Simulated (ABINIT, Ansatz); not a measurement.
# YBiS3 (Pm-3m): zone-centre phonons, part 3 of 4

Which modes does YBiS3 (Pm-3m) have at the zone centre?

ABINIT 10.8.3; DFT LDA, scalar-relativistic, plane waves, PseudoDojo norm-conserving pseudopotentials.

So far. Step 4 (Linear response at Γ): The acoustic modes at Γ come out as far as 3.1 cm⁻¹ from zero, where they should vanish, a small numerical error. The lowest optical mode is imaginary, 178i cm⁻¹, an instability at this level and on this k mesh. The relaxed cell has a = 5.064 Å (conventional setting).

The structure was built from a prototype and need not be the compound's stable phase.

## (5) Modes with the sum rule

anaddb reads the merged derivatives and imposes the acoustic sum rule.

Input file anaddb.abi:

```
ddb_filepath "gamma_DDB"
output_file "anaddb.abo"
outdata_prefix "anaddb"
asr 1
chneut 1
enunit 2
eivec 1
nph1l 1
qph1l 0.0 0.0 0.0 1.0
```

Input file mrgddb.in:

```
gamma_DDB
merged
2
dfpt_gammao_DDB
gso_DDB
```

Command:

```
$ mrgddb < mrgddb.in > mrgddb.log
$ OMP_NUM_THREADS=1 anaddb anaddb.abi > anaddb.log
```

anaddb.abo, the main output file:

```text
-outvars_anaddb: echo values of input variables ----------------------

 Miscellaneous information :
      enunit         2
       eivec         1
         asr         1
 First list of wavevector (reduced coord.) :
       nph1l         1
       qph1l
                     0.00000000E+00  0.00000000E+00  0.00000000E+00    1.000E+00

================================================================================

 read the DDB information and perform some checks

  ==== Info on the Cryst% object ====
 Real(R)+Recip(G) space primitive vectors, cartesian coordinates (Bohr,Bohr^-1):
 R(1)=  9.5690393  0.0000000  0.0000000  G(1)=  0.1045037  0.0000000  0.0000000
 R(2)=  0.0000000  9.5690393  0.0000000  G(2)=  0.0000000  0.1045037  0.0000000
 R(3)=  0.0000000  0.0000000  9.5690393  G(3)=  0.0000000  0.0000000  0.1045037
 Unit cell volume ucvol=  8.7620356E+02 bohr^3
 Angles (23,13,12)=  9.00000000E+01  9.00000000E+01  9.00000000E+01 degrees
 Time-reversal symmetry is present
 Reduced atomic positions [iatom, xred, symbol]:
    1)    0.0000000  0.0000000  0.0000000  Bi
    2)    0.5000000  0.5000000  0.5000000   Y
    3)    0.5000000  0.5000000  0.0000000   S
    4)    0.5000000  0.0000000  0.5000000   S
    5)    0.0000000  0.5000000  0.5000000   S

 DDB file with 3 blocks has been read.

================================================================================

 Treat the first list of vectors

  Phonon wavevector (reduced coordinates) :  0.00000  0.00000  0.00000
 Phonon energies in Hartree :
  -8.113947E-04 -8.113947E-04 -8.113947E-04 -7.695747E-04 -7.695747E-04
  -7.695747E-04 -3.014547E-04 -3.014547E-04 -3.014547E-04  2.366971E-08
   2.376605E-08  2.405289E-08  1.915659E-03  1.915659E-03  1.915659E-03
 Phonon energies in meV     :
- -2.207918E+01 -2.207918E+01 -2.207918E+01 -2.094119E+01 -2.094119E+01
- -2.094119E+01 -8.203000E+00 -8.203000E+00 -8.203000E+00  6.440855E-04
-  6.467071E-04  6.545126E-04  5.212773E+01  5.212773E+01  5.212773E+01
 Phonon frequencies in cm-1    :
- -1.780806E+02 -1.780806E+02 -1.780806E+02 -1.689021E+02 -1.689021E+02
- -1.689021E+02 -6.616166E+01 -6.616166E+01 -6.616166E+01  5.194900E-03
-  5.216045E-03  5.279000E-03  4.204385E+02  4.204385E+02  4.204385E+02
 Phonon frequencies in Thz     :
- -5.338721E+00 -5.338721E+00 -5.338721E+00 -5.063558E+00 -5.063558E+00
- -5.063558E+00 -1.983477E+00 -1.983477E+00 -1.983477E+00  1.557392E-04
-  1.563731E-04  1.582604E-04  1.260443E+01  1.260443E+01  1.260443E+01
 Phonon energies in Kelvin  :
- -2.562182E+02 -2.562182E+02 -2.562182E+02 -2.430125E+02 -2.430125E+02
- -2.430125E+02 -9.519187E+01 -9.519187E+01 -9.519187E+01  7.474302E-03
-  7.504725E-03  7.595303E-03  6.049172E+02  6.049172E+02  6.049172E+02

 Eigendisplacements
 (will be given, for each mode : in cartesian coordinates
   for each atom the real part of the displacement vector,
   then the imaginary part of the displacement vector - absolute values smaller than 1.0d-7 are set to zero)
  Mode number    1   Energy   -8.113947E-04
 Attention : low frequency mode.
   (Could be unstable or acoustic mode)
-  1  0.00000000E+00  0.00000000E+00  0.00000000E+00
-     0.00000000E+00  0.00000000E+00  0.00000000E+00
-  2  0.00000000E+00  0.00000000E+00  0.00000000E+00
-     0.00000000E+00  0.00000000E+00  0.00000000E+00
-  3  0.00000000E+00  0.00000000E+00  0.00000000E+00
-     0.00000000E+00  0.00000000E+00  0.00000000E+00
-  4  0.00000000E+00  0.00000000E+00  2.92470830E-03
-     0.00000000E+00  0.00000000E+00  0.00000000E+00
-  5  0.00000000E+00  0.00000000E+00 -2.92470830E-03
-     0.00000000E+00  0.00000000E+00  0.00000000E+00
  Mode number    2   Energy   -8.113947E-04
 Attention : low frequency mode.
   (Could be unstable or acoustic mode)
-  1  0.00000000E+00  0.00000000E+00  0.00000000E+00
-     0.00000000E+00  0.00000000E+00  0.00000000E+00
-  2  0.00000000E+00  0.00000000E+00  0.00000000E+00
-     0.00000000E+00  0.00000000E+00  0.00000000E+00
-  3  0.00000000E+00  2.92470830E-03  0.00000000E+00
-     0.00000000E+00  0.00000000E+00  0.00000000E+00
-  4  0.00000000E+00  0.00000000E+00  0.00000000E+00
-     0.00000000E+00  0.00000000E+00  0.00000000E+00
-  5  0.00000000E+00 -2.92470830E-03  0.00000000E+00
-     0.00000000E+00  0.00000000E+00  0.00000000E+00
  Mode number    3   Energy   -8.113947E-04
 Attention : low frequency mode.
   (Could be unstable or acoustic mode)
-  1  0.00000000E+00  0.00000000E+00  0.00000000E+00
-     0.00000000E+00  0.00000000E+00  0.00000000E+00
-  2  0.00000000E+00  0.00000000E+00  0.00000000E+00
-     0.00000000E+00  0.00000000E+00  0.00000000E+00
-  3  2.92470830E-03  0.00000000E+00  0.00000000E+00
-     0.00000000E+00  0.00000000E+00  0.00000000E+00
-  4 -2.92470830E-03  0.00000000E+00  0.00000000E+00
-     0.00000000E+00  0.00000000E+00  0.00000000E+00
-  5  0.00000000E+00  0.00000000E+00  0.00000000E+00
-     0.00000000E+00  0.00000000E+00  0.00000000E+00
  Mode number    4   Energy   -7.695747E-04
 Attention : low frequency mode.
   (Could be unstable or acoustic mode)
-  1  0.00000000E+00  0.00000000E+00  6.64697528E-04
-     0.00000000E+00  0.00000000E+00  0.00000000E+00
-  2  0.00000000E+00  0.00000000E+00  3.65275383E-04
-     0.00000000E+00  0.00000000E+00  0.00000000E+00
-  3  0.00000000E+00  0.00000000E+00 -8.13750025E-05
-     0.00000000E+00  0.00000000E+00  0.00000000E+00
-  4  0.00000000E+00  0.00000000E+00 -2.63171372E-03
-     0.00000000E+00  0.00000000E+00  0.00000000E+00
-  5  0.00000000E+00  0.00000000E+00 -2.63171372E-03
-     0.00000000E+00  0.00000000E+00  0.00000000E+00
  Mode number    5   Energy   -7.695747E-04
 Attention : low frequency mode.
   (Could be unstable or acoustic mode)
-  1  0.00000000E+00  6.64697528E-04  0.00000000E+00
-     0.00000000E+00  0.00000000E+00  0.00000000E+00
-  2  0.00000000E+00  3.65275383E-04  0.00000000E+00
-     0.00000000E+00  0.00000000E+00  0.00000000E+00
-  3  0.00000000E+00 -2.63171372E-03  0.00000000E+00
-     0.00000000E+00  0.00000000E+00  0.00000000E+00
-  4  0.00000000E+00 -8.13750024E-05  0.00000000E+00
-     0.00000000E+00  0.00000000E+00  0.00000000E+00
-  5  0.00000000E+00 -2.63171372E-03  0.00000000E+00
-     0.00000000E+00  0.00000000E+00  0.00000000E+00
  Mode number    6   Energy   -7.695747E-04
 Attention : low frequency mode.
   (Could be unstable or acoustic mode)
-  1  6.64697528E-04  0.00000000E+00  0.00000000E+00
-     0.00000000E+00  0.00000000E+00  0.00000000E+00
-  2  3.65275383E-04  0.00000000E+00  0.00000000E+00
-     0.00000000E+00  0.00000000E+00  0.00000000E+00
-  3 -2.63171372E-03  0.00000000E+00  0.00000000E+00
-     0.00000000E+00  0.00000000E+00  0.00000000E+00
-  4 -2.63171372E-03  0.00000000E+00  0.00000000E+00
-     0.00000000E+00  0.00000000E+00  0.00000000E+00
-  5 -8.13750024E-05  0.00000000E+00  0.00000000E+00
-     0.00000000E+00  0.00000000E+00  0.00000000E+00
  Mode number    7   Energy   -3.014547E-04
 Attention : low frequency mode.
   (Could be unstable or acoustic mode)
-  1  0.00000000E+00  0.00000000E+00  8.89548090E-04
-     0.00000000E+00  0.00000000E+00  0.00000000E+00
-  2  0.00000000E+00  0.00000000E+00 -1.84453290E-03
-     0.00000000E+00  0.00000000E+00  0.00000000E+00
-  3  0.00000000E+00  0.00000000E+00 -1.48236850E-03
-     0.00000000E+00  0.00000000E+00  0.00000000E+00
-  4  0.00000000E+00  0.00000000E+00  4.00129160E-04
-     0.00000000E+00  0.00000000E+00  0.00000000E+00
-  5  0.00000000E+00  0.00000000E+00  4.00129160E-04
-     0.00000000E+00  0.00000000E+00  0.00000000E+00
  Mode number    8   Energy   -3.014547E-04
 Attention : low frequency mode.
   (Could be unstable or acoustic mode)
-  1  0.00000000E+00 -8.89548090E-04  0.00000000E+00
-     0.00000000E+00  0.00000000E+00  0.00000000E+00
-  2  0.00000000E+00  1.84453290E-03  0.00000000E+00
-     0.00000000E+00  0.00000000E+00  0.00000000E+00
-  3  0.00000000E+00 -4.00129160E-04  0.00000000E+00
-     0.00000000E+00  0.00000000E+00  0.00000000E+00
-  4  0.00000000E+00  1.48236850E-03  0.00000000E+00
-     0.00000000E+00  0.00000000E+00  0.00000000E+00
-  5  0.00000000E+00 -4.00129160E-04  0.00000000E+00
-     0.00000000E+00  0.00000000E+00  0.00000000E+00
  Mode number    9   Energy   -3.014547E-04
 Attention : low frequency mode.
   (Could be unstable or acoustic mode)
-  1  8.89548090E-04  0.00000000E+00  0.00000000E+00
-     0.00000000E+00  0.00000000E+00  0.00000000E+00
-  2 -1.84453290E-03  0.00000000E+00  0.00000000E+00
-     0.00000000E+00  0.00000000E+00  0.00000000E+00
-  3  4.00129160E-04  0.00000000E+00  0.00000000E+00
-     0.00000000E+00  0.00000000E+00  0.00000000E+00
-  4  4.00129160E-04  0.00000000E+00  0.00000000E+00
-     0.00000000E+00  0.00000000E+00  0.00000000E+00
-  5 -1.48236850E-03  0.00000000E+00  0.00000000E+00
-     0.00000000E+00  0.00000000E+00  0.00000000E+00
  Mode number   10   Energy    2.366971E-08
 Attention : low frequency mode.
   (Could be unstable or acoustic mode)
-  1  0.00000000E+00  0.00000000E+00 -1.17978153E-03
-     0.00000000E+00  0.00000000E+00  0.00000000E+00
-  2  0.00000000E+00  0.00000000E+00 -1.17999158E-03
-     0.00000000E+00  0.00000000E+00  0.00000000E+00
-  3  0.00000000E+00  0.00000000E+00 -1.17995550E-03
-     0.00000000E+00  0.00000000E+00  0.00000000E+00
-  4  0.00000000E+00  0.00000000E+00 -1.17980121E-03
-     0.00000000E+00  0.00000000E+00  0.00000000E+00
-  5  0.00000000E+00  0.00000000E+00 -1.17980121E-03
-     0.00000000E+00  0.00000000E+00  0.00000000E+00
  Mode number   11   Energy    2.376605E-08
 Attention : low frequency mode.
   (Could be unstable or acoustic mode)
-  1  0.00000000E+00  1.17978153E-03  0.00000000E+00
-     0.00000000E+00  0.00000000E+00  0.00000000E+00
-  2  0.00000000E+00  1.17999158E-03  0.00000000E+00
-     0.00000000E+00  0.00000000E+00  0.00000000E+00
-  3  0.00000000E+00  1.17980121E-03  0.00000000E+00
-     0.00000000E+00  0.00000000E+00  0.00000000E+00
-  4  0.00000000E+00  1.17995550E-03  0.00000000E+00
-     0.00000000E+00  0.00000000E+00  0.00000000E+00
-  5  0.00000000E+00  1.17980121E-03  0.00000000E+00
-     0.00000000E+00  0.00000000E+00  0.00000000E+00
  Mode number   12   Energy    2.405289E-08
 Attention : low frequency mode.
   (Could be unstable or acoustic mode)
-  1  1.17978153E-03  0.00000000E+00  0.00000000E+00
-     0.00000000E+00  0.00000000E+00  0.00000000E+00
-  2  1.17999158E-03  0.00000000E+00  0.00000000E+00
-     0.00000000E+00  0.00000000E+00  0.00000000E+00
-  3  1.17980121E-03  0.00000000E+00  0.00000000E+00
-     0.00000000E+00  0.00000000E+00  0.00000000E+00
-  4  1.17980121E-03  0.00000000E+00  0.00000000E+00
-     0.00000000E+00  0.00000000E+00  0.00000000E+00
-  5  1.17995550E-03  0.00000000E+00  0.00000000E+00
-     0.00000000E+00  0.00000000E+00  0.00000000E+00
  Mode number   13   Energy    1.915659E-03
-  1  0.00000000E+00  0.00000000E+00  5.26739113E-06
-     0.00000000E+00  0.00000000E+00  0.00000000E+00
-  2  0.00000000E+00  0.00000000E+00  1.11455765E-03
-     0.00000000E+00  0.00000000E+00  0.00000000E+00
-  3  0.00000000E+00  0.00000000E+00 -3.67579978E-03
-     0.00000000E+00  0.00000000E+00  0.00000000E+00
-  4  0.00000000E+00  0.00000000E+00  2.75621590E-04
-     0.00000000E+00  0.00000000E+00  0.00000000E+00
-  5  0.00000000E+00  0.00000000E+00  2.75621590E-04
-     0.00000000E+00  0.00000000E+00  0.00000000E+00
  Mode number   14   Energy    1.915659E-03
-  1  0.00000000E+00  5.26739113E-06  0.00000000E+00
-     0.00000000E+00  0.00000000E+00  0.00000000E+00
-  2  0.00000000E+00  1.11455765E-03  0.00000000E+00
-     0.00000000E+00  0.00000000E+00  0.00000000E+00
-  3  0.00000000E+00  2.75621590E-04  0.00000000E+00
-     0.00000000E+00  0.00000000E+00  0.00000000E+00
-  4  0.00000000E+00 -3.67579978E-03  0.00000000E+00
-     0.00000000E+00  0.00000000E+00  0.00000000E+00
-  5  0.00000000E+00  2.75621590E-04  0.00000000E+00
-     0.00000000E+00  0.00000000E+00  0.00000000E+00
  Mode number   15   Energy    1.915659E-03
-  1  5.26739113E-06  0.00000000E+00  0.00000000E+00
-     0.00000000E+00  0.00000000E+00  0.00000000E+00
-  2  1.11455765E-03  0.00000000E+00  0.00000000E+00
-     0.00000000E+00  0.00000000E+00  0.00000000E+00
-  3  2.75621590E-04  0.00000000E+00  0.00000000E+00
-     0.00000000E+00  0.00000000E+00  0.00000000E+00
-  4  2.75621590E-04  0.00000000E+00  0.00000000E+00
-     0.00000000E+00  0.00000000E+00  0.00000000E+00
-  5 -3.67579978E-03  0.00000000E+00  0.00000000E+00
-     0.00000000E+00  0.00000000E+00  0.00000000E+00

 Analysis of degeneracies and characters (maximum tolerance=1.00E-06 a.u.)
 For each vibration mode, or group of modes if degenerate,
 the characters are given for each symmetry operation (see the list in the log file).
 Symmetry characters of vibration mode #   1
       degenerate with vibration modes #   2 to    3
  3.0 -3.0 -1.0  1.0 -1.0  1.0 -1.0  1.0 -1.0  1.0  1.0 -1.0 -1.0  1.0  1.0 -1.0
  0.0 -0.0  0.0 -0.0 -0.0  0.0 -0.0  0.0 -1.0  1.0  1.0 -1.0  1.0 -1.0 -1.0  1.0
  0.0 -0.0 -0.0  0.0 -0.0  0.0  0.0 -0.0 -1.0  1.0 -1.0  1.0  1.0 -1.0  1.0 -1.0
 Symmetry characters of vibration mode #   4
       degenerate with vibration modes #   5 to    6
  3.0 -3.0 -1.0  1.0 -1.0  1.0 -1.0  1.0  1.0 -1.0 -1.0  1.0  1.0 -1.0 -1.0  1.0
  0.0 -0.0  0.0 -0.0 -0.0  0.0 -0.0  0.0  1.0 -1.0 -1.0  1.0 -1.0  1.0  1.0 -1.0
  0.0 -0.0 -0.0  0.0 -0.0  0.0  0.0 -0.0  1.0 -1.0  1.0 -1.0 -1.0  1.0 -1.0  1.0
 Symmetry characters of vibration mode #   7
       degenerate with vibration modes #   8 to    9
  3.0 -3.0 -1.0  1.0 -1.0  1.0 -1.0  1.0  1.0 -1.0 -1.0  1.0  1.0 -1.0 -1.0  1.0
 -0.0  0.0 -0.0  0.0  0.0 -0.0  0.0 -0.0  1.0 -1.0 -1.0  1.0 -1.0  1.0  1.0 -1.0
 -0.0  0.0  0.0 -0.0  0.0 -0.0 -0.0  0.0  1.0 -1.0  1.0 -1.0 -1.0  1.0 -1.0  1.0
 Symmetry characters of vibration mode #  10
       degenerate with vibration modes #  11 to   12
  3.0 -3.0 -1.0  1.0 -1.0  1.0 -1.0  1.0  1.0 -1.0 -1.0  1.0  1.0 -1.0 -1.0  1.0
  0.0 -0.0  0.0 -0.0 -0.0  0.0 -0.0  0.0  1.0 -1.0 -1.0  1.0 -1.0  1.0  1.0 -1.0
  0.0 -0.0 -0.0  0.0 -0.0  0.0  0.0 -0.0  1.0 -1.0  1.0 -1.0 -1.0  1.0 -1.0  1.0
 Symmetry characters of vibration mode #  13
       degenerate with vibration modes #  14 to   15
  3.0 -3.0 -1.0  1.0 -1.0  1.0 -1.0  1.0  1.0 -1.0 -1.0  1.0  1.0 -1.0 -1.0  1.0
  0.0 -0.0  0.0 -0.0 -0.0  0.0  0.0 -0.0  1.0 -1.0 -1.0  1.0 -1.0  1.0  1.0 -1.0
  0.0 -0.0 -0.0  0.0  0.0 -0.0  0.0 -0.0  1.0 -1.0  1.0 -1.0 -1.0  1.0 -1.0  1.0
-
```

Run time: 0.51 s. Hardware: 1 thread of Arm Neoverse V1, shared host.

This step gave:

```
lowest optical zone-centre mode : -178.1 cm⁻¹
```

No LO-TO term; unit eigenvectors of the mass-weighted matrix, from anaddb's displacements. Modes at Γ, with each element's share of the kinetic energy (negative means imaginary):

```csv
mode,frequency (cm⁻¹),symmetry,Bi %,Y %,S %
1,-178.1,T2u,0,0,100
2,-178.1,T2u,0,0,100
3,-178.1,T2u,0,0,100
4,-168.9,T1u,17,2,81
5,-168.9,T1u,17,2,81
6,-168.9,T1u,17,2,81
7,-66.2,T1u,30,55,15
8,-66.2,T1u,30,55,15
9,-66.2,T1u,30,55,15
10,0.0,acoustic,53,23,24
11,0.0,acoustic,53,23,24
12,0.0,acoustic,53,23,24
13,420.4,T1u,0,20,80
14,420.4,T1u,0,20,80
15,420.4,T1u,0,20,80
```

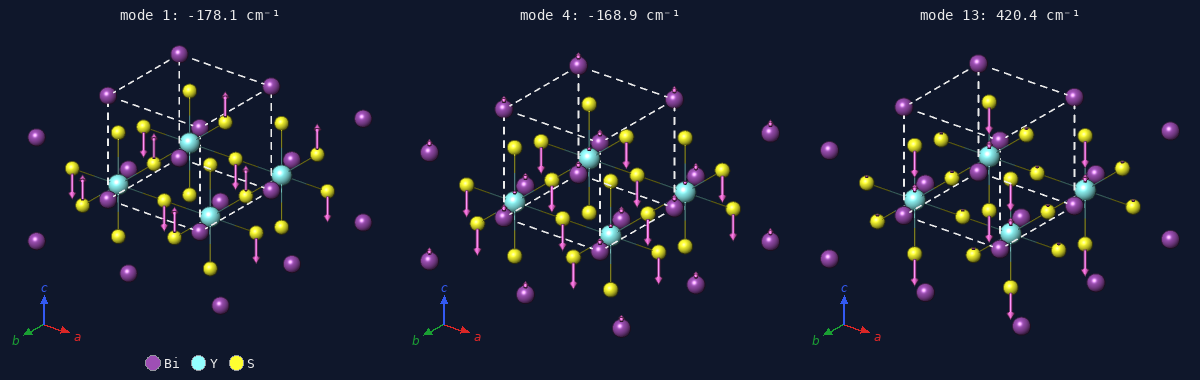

Displacement patterns of modes 1, 4 and 13 at Γ; arrows are exaggerated. 2×2×1 cells are drawn. Some periodic images of atoms are drawn too.

The rule moves no optical mode by more than 0.3 cm⁻¹.

[end of part 3 of 4]

[Host names and launcher messages were left out of these logs when they were recorded.]

[Logs are printed without paths, hosts, clocks, repeated set-up lines and the standing remarks that a program may print on its own settings, such as how far it seeks lower states.]

[Hosts, paths, dates, database ids (printed as entryN), source tags and the programs' standing remarks are cut or masked in the printed files.]
